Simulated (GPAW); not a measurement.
**How W absorbs and reflects light**

Aim: the dielectric function of W, and the optical constants that follow from it.

Program: GPAW 26.7.0. Level of theory: DFT, LDA, plane-wave PAW (GPAW data sets), scalar-relativistic, RPA, optical limit. Results are calculated unless marked as measured.

## Step 1: Starting point

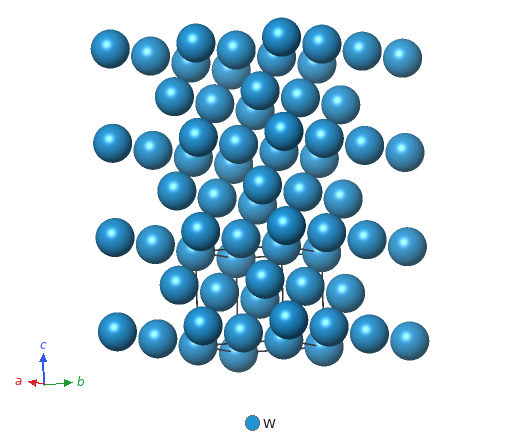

Start, viewed from a free direction; tungsten blue. 3×2×3 cells are drawn. This picture shows the conventional cell, with its axes. Some periodic images of atoms are drawn too.

As a file:

```xyz
1
Lattice="-1.5823 1.5823 1.5823 1.5823 -1.5823 1.5823 1.5823 1.5823 -1.5823" Properties=species:S:1:pos:R:3 pbc="T T T"
W     0.0000    0.0000    0.0000
```

## Step 2: Bands for the response

At the fixed density, many empty bands are solved on the mesh of the response, since the spectrum sums over them.

This step: DFT, LDA, plane-wave PAW (GPAW data sets), scalar-relativistic, bands at fixed density (GPAW 26.7.0).

File nscf.py:

```python
from ase.dft.bandgap import bandgap
from gpaw import GPAW, FermiDirac

calc = GPAW('gs.gpw').fixed_density(kpts={'size': (15, 15, 15), 'gamma': True}, nbands=28, convergence={'bands': 22},
                                    occupations=FermiDirac(0.05), txt='nscf.txt')
print('gap (eV)', bandgap(calc, output=None)[0])
print('direct gap (eV)', bandgap(calc, direct=True, output=None)[0])
print('top band over the Fermi level (eV)', min(calc.get_eigenvalues(kpt=k)[21] for k in range(len(calc.get_ibz_k_points()))) - calc.get_fermi_level())
calc.write('full.gpw', mode='all')
```

Command:

```console
OMP_NUM_THREADS=1 python nscf.py
```

Numbers of over 12 decimals in the logs are rounded to 6 here.

Output:

```text
Diagonalizing LCAO Hamiltonian
Converting LCAO to pw mode
convergence criteria:
- Maximum integral of absolute [eigenst]ate change: 4e-08 eV^2 / valence electron
maximum number of iterations: 150

SCF iterations
|iter     |      energy | eigst |  dens |
|iter:   1||             | +3.11 |       |
|iter:   2||             | +0.97 |       |
|iter:   3||             | -1.74 |       |
|iter:   4||             | -3.67 |       |
|iter:   5||             | -6.03 |       |
|iter:   6||             | -7.42c|       |
SCF steps: 6
  __  _  _
 | _ |_)|_||  |
 |__||  | ||/\| - 26.7.0

Versions:
  Python: 3.12.14
  ASE:    3.29.0
  Numpy:  2.5.5
  Scipy:  1.18.1
  Libxc:  7.0.0

Input parameters:
  mode=PW(ecut=500.0),
  convergence={'bands': 22},
  gpts=array([15, 15, 15]),
  kpts=MonkhorstPack(size=(15, 15, 15), gamma=True),
  maxiter=150,
  nbands=28,
  occupations=Occupations(name='fermi-dirac', width=0.05, fixmagmom=False),
  parallel={},
  xc=XC(name='LDA')

--- standard output ---
gap (eV) 0.0
direct gap (eV) 0.0
top band over the Fermi level (eV) 37.077561
```

Elapsed: 19 s, on 1 thread of Arm Neoverse V1, shared host; peak memory 0.16 GiB.

## Step 3: Dielectric function, RPA

Transitions between filled and empty bands, summed over the zone, give the optical response, so mesh, band count and broadening shape it.

The induced potential is part of this response.

This step: DFT, LDA, plane-wave PAW (GPAW data sets), scalar-relativistic, RPA, optical limit (GPAW 26.7.0).

File df.py:

```python
from gpaw.response.df import DielectricFunction

df = DielectricFunction('full.gpw', frequencies={'type': 'nonlinear', 'domega0': 0.03, 'omega2': 8},
                        ecut=50,
                        eta=0.15,
                        nbands=22,
                        rate=0.05,
                        txt='df.txt')
for direction in ['x']:
    df.get_dielectric_function(xc='RPA', direction=direction, filename=f'df_{direction}.csv')
```

Command:

```console
OMP_NUM_THREADS=1 python df.py
```

Output:

```text
Using integrator: PointIntegrator
NonLinearFrequencyDescriptor(from 0.000 to 120.724 eV, 556 points)
Nonperiodic BCs:  [False False False]
Using integrator: PointIntegrator
NonLinearFrequencyDescriptor(from 0.000 to 120.724 eV, 556 points)
Nonperiodic BCs:  [False False False]
Using integrator: PointIntegrator

Calculating chi0 body with:
    Ground state adapter containing:
    Number of spins: 1
    Number of kpoints: 3375
    Number of irreducible kpoints: 120
    Number of completely occupied states: 6
    Number of partially occupied states: 9

    Linear response parametrization:
    q_c: [0.0, 0.0, 0.0]
    Number of frequency points: 556
    Planewave cutoff: 50.0
    Number of bands: 22
    Number of planewaves: 13
    Broadening (eta): 0.15

Integrating chi0 body.

Symmetries of q_c:
    Direct symmetries (Uq -> q): 48
    Indirect symmetries (TUq -> q): 0
In total 48 allowed symmetries.

120 groups of equivalent kpoints. 96.444444% reduction.

Integral kind: spectral function

Calculating chi0 optical extensions with:
    Ground state adapter containing:
    Number of spins: 1
    Number of kpoints: 3375
    Number of irreducible kpoints: 120
    Number of completely occupied states: 6
    Number of partially occupied states: 9

    Linear response parametrization:
    Number of frequency points: 556
    Planewave cutoff: 50.0
    Number of bands: 22
    Number of planewaves: 13
    Broadening (eta): 0.15
Integrating chi0 head and wings.

Symmetries of q_c:
    Direct symmetries (Uq -> q): 48
    Indirect symmetries (TUq -> q): 0
In total 48 allowed symmetries.

120 groups of equivalent kpoints. 96.444444% reduction.

Integral kind: spectral function wings

Calculating drude chi0 with:
    Number of frequency points:556
    Plasma frequency decay rate: 0.05 eV

    Ground state adapter containing:
    Number of spins: 1
    Number of kpoints: 3375
    Number of irreducible kpoints: 120
    Number of completely occupied states: 6
    Number of partially occupied states: 9

Symmetries of q_c:
    Direct symmetries (Uq -> q): 48
    Indirect symmetries (TUq -> q): 0
In total 48 allowed symmetries.

120 groups of equivalent kpoints. 96.444444% reduction.

Integral kind: intraband
Plasma frequency:
[[6.17+0.j 0.  +0.j 0.  -0.j]
 [0.  -0.j 6.17+0.j 0.  -0.j]
 [0.  -0.j 0.  -0.j 6.17+0.j]]
```

Elapsed: 6.7 s, on 1 thread; peak memory 0.18 GiB.

Some rows of df_x.csv (energy; Re and Im without local fields; Re and Im with them):

```text
0.000000, 15278.547249, 0.000000, 15278.500689, 0.000000
0.460735, -113.404050, 89.269545, -113.435866, 89.240178
0.943989, -38.924927, 18.904364, -38.934741, 18.900050
1.451455, 5.306413, 15.755735, 5.295644, 15.751372
1.984998, 4.629119, 23.951170, 4.619683, 23.958927
2.546682, 4.203690, 17.768138, 4.191595, 17.775706
3.138794, 6.433236, 20.563479, 6.436226, 20.564957
3.763875, 3.207922, 16.766457, 3.219601, 16.767439
4.424758, 2.597586, 16.350719, 2.622679, 16.397149
5.124608, -1.751874, 25.387583, -1.601680, 25.559913
5.866977, -9.491936, 11.368804, -9.611403, 11.486196
6.655862, -7.188914, 6.011670, -7.309232, 6.077213
7.495775, -4.227100, 3.918414, -4.315188, 3.953589
8.391833, -2.287263, 3.837417, -2.375248, 3.873023
9.349861, -1.206409, 3.579863, -1.256225, 3.605832
10.376517, -1.287801, 3.502899, -1.332744, 3.581528
11.479449, -1.733583, 3.604322, -1.833432, 3.727188
12.667487, -2.087931, 2.587586, -2.277990, 2.650545
13.950874, -1.100217, 1.688387, -1.311364, 1.742578
```

Sum at mesh points, not converged in k. The Im ε, E ∥ x by photon energy; read off at these points:

```csv
photon energy (eV),"Im ε, E ∥ x"
0.50,87.8
1.00,15.7
1.50,17.2
1.91,24.4
2.00,23.7
2.50,18.6
3.00,19.3
3.50,17.9
4.00,17.2
4.50,16.1
5.00,23.1
5.17,25.7
5.50,16.6
6.00,10.2
6.50,7.57
7.00,5.73
7.50,3.95
8.00,3.30
8.50,3.76
9.00,3.43
9.50,3.85
10.00,4.32
10.50,3.97
11.00,3.64
11.50,3.70
12.00,2.39
12.50,3.46
13.00,2.18
13.50,2.31
```

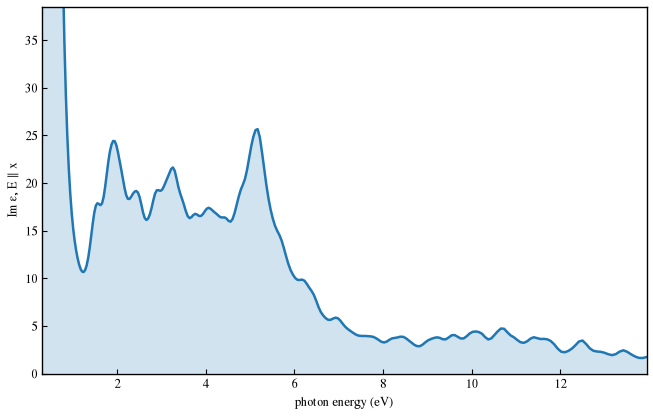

Im ε, E ∥ x, plotted against photon energy. Below 1 eV the curve runs off the scale.

Values under 1 per cm are given as 1; sum at mesh points, not converged in k. Absorption coefficient, E ∥ x against photon energy:

```csv
photon energy (eV),"absorption coefficient, E ∥ x (1/cm)"
1.01,5.7e5
1.99,6.3e5
3.02,8.0e5
3.98,1.1e6
4.98,1.6e6
6.02,2.0e6
6.99,1.9e6
8.03,1.6e6
9.02,1.4e6
10.03,1.7e6
11.03,2.0e6
12.02,2.0e6
13.00,2.0e6
```

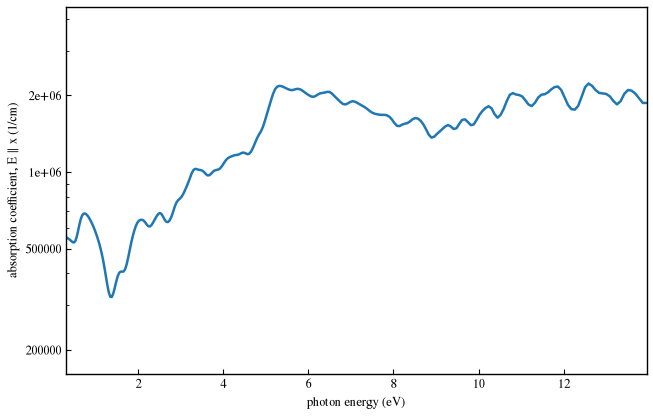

Absorption coefficient, E ∥ x, plotted against photon energy.

The reflectivity at normal incidence, E ∥ x has structure finer than the step of the table below, so its rows give means over 0.5 eV, whole bins alone (the curve runs from 0.305 to 14.0 eV). Peaks (eV: height): 1.99: 53.9, 6.55: 67.6, 11.94: 50.4, 12.67: 48.5, 13.69: 48.3.

Sum at mesh points, not converged in k. Reflectivity at normal incidence, E ∥ x against photon energy; means over each step:

```csv
photon energy (eV),"reflectivity at normal incidence, E ∥ x (%)"
1.0,81.9
1.5,47.1
2.0,52.0
2.5,47.9
3.0,49.0
3.5,50.1
4.0,48.2
4.5,47.7
5.0,55.1
5.5,64.5
6.0,64.5
6.5,65.9
7.0,62.8
7.5,59.3
8.0,51.6
8.5,46.6
9.0,36.8
9.5,35.3
10.0,35.2
10.5,36.4
11.0,42.2
11.5,40.7
12.0,45.3
12.5,41.3
13.0,45.4
13.5,43.6
```

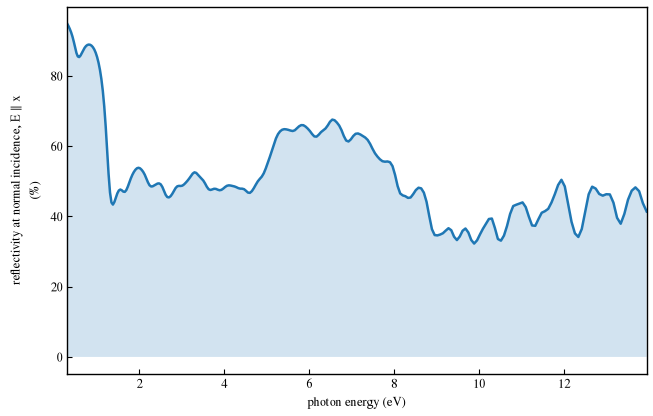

Reflectivity at normal incidence, E ∥ x, plotted against photon energy.

The loss function −Im 1/ε at q → 0, E ∥ x has structure finer than the step of the table below, so its rows give means over 1 eV, whole bins alone (the curve runs from 0.305 to 14.0 eV). Peaks (eV: height): 1.3: 0.0870, 8.9: 0.279, 10.4: 0.253, 11.3: 0.252, 12.3: 0.321, 13.3: 0.344.

Sum at mesh points, not converged in k. Table of loss function −Im 1/ε at q → 0, E ∥ x by energy loss; means over each step:

```csv
energy loss (eV),"loss function −Im 1/ε at q → 0, E ∥ x"
1,0.0296
2,0.0457
3,0.0485
4,0.0580
5,0.0460
6,0.0554
7,0.0844
8,0.160
9,0.239
10,0.231
11,0.216
12,0.245
13,0.271
```

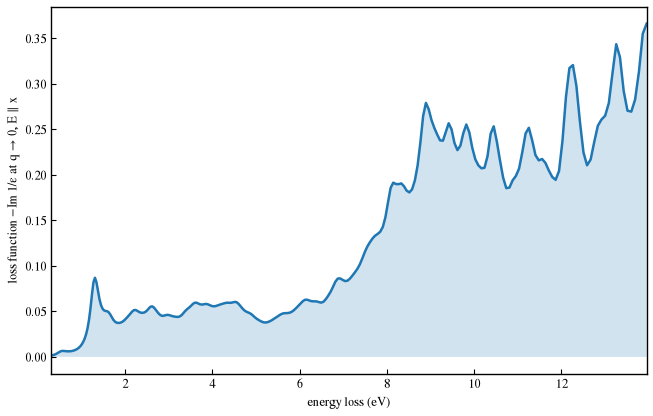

Loss function −Im 1/ε at q → 0, E ∥ x, plotted against energy loss.

The Im ε, E ∥ x has structure finer than the step of the table below, so its rows give means over 1 eV, whole bins alone (the curve runs from 0.305 to 14.0 eV). Peaks (eV: height): without local fields 5.2: 25.4; with local fields 5.2: 25.7.

Sum at mesh points, not converged in k. Im ε, E ∥ x against photon energy; means over each step:

```csv
photon energy (eV),without local fields,with local fields
1,33.4,33.4
2,20.2,20.2
3,18.9,18.9
4,16.7,16.8
5,20.4,20.5
6,11.1,11.3
7,5.30,5.35
8,3.67,3.71
9,3.41,3.43
10,3.93,3.99
11,3.79,3.90
12,2.90,3.01
13,2.30,2.38
```

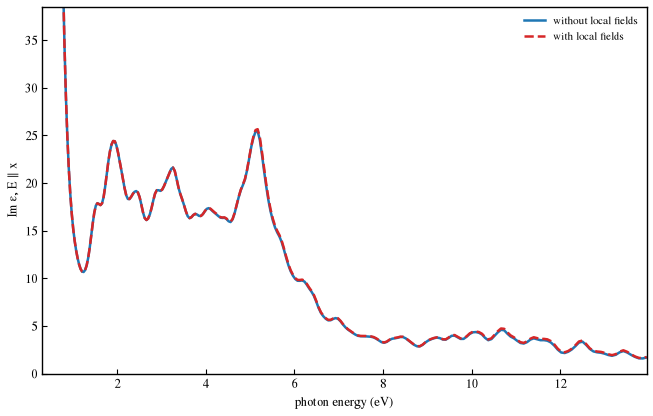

Im ε, E ∥ x, plotted against photon energy. Below 1 eV the curve runs off the scale.

At chosen wavelengths:

```csv
wavelength (nm),n,k,R (%),1/α
1064,1.43,3.911,73.0,22 nm
800,3.51,2.542,47.6,25 nm
405,3.73,2.642,49.2,12 nm
365,3.26,2.974,51.7,9.8 nm
308,3.24,2.671,48.4,9.2 nm
248,3.60,3.214,54.3,6.1 nm
193,1.33,3.165,65.6,4.9 nm
```

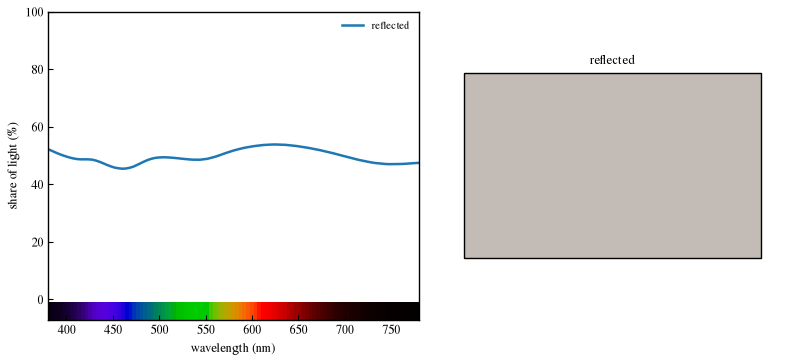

Light reflected across the visible range, with the colour that it makes of daylight (sRGB).

A polished face would reflect 50 % of daylight and look light grey (CIE x = 0.324, y = 0.335 under D65).

## Step 4: Summary of results

What this shows: At this level (LDA, RPA) W is a metal. The mesh is too coarse to trust the carriers' weight, the reflectivity or the colour to better than tens of per cent. A polished face would reflect 50 % of daylight and look light grey (CIE x = 0.324, y = 0.335 under D65). The carriers' damping of 0.05 eV is typed, not computed; it shapes the response at the lowest energies. Spin-orbit coupling is left out although heavy atoms are present. In this version of GPAW the matrix elements of the optical limit are incomplete, which can lower ε − 1 by up to a tenth where first-row anions or d states rule, and shift it by more in d metals. GPAW's carrier term has the form −ωp²/(ω + i·rate)², which damps like twice the rate and fails at low energy, so the curves leave the lowest energies out. The sum runs over mesh points 0.19 Å⁻¹ apart with no interpolation, so peaks are partly noise of the mesh, and the Drude plasma energy, a sum over the Fermi surface, isn't converged.

[Machine, clock and banner lines and Python warnings are left out of the logs.]

[Logs are printed without paths, hosts, clocks, repeated set-up lines and the standing remarks that a program may print on its own settings, such as how far it seeks lower states.]

[Hosts, paths, dates, database ids (printed as entryN), source tags and the programs' standing remarks are cut or masked in the printed files.]
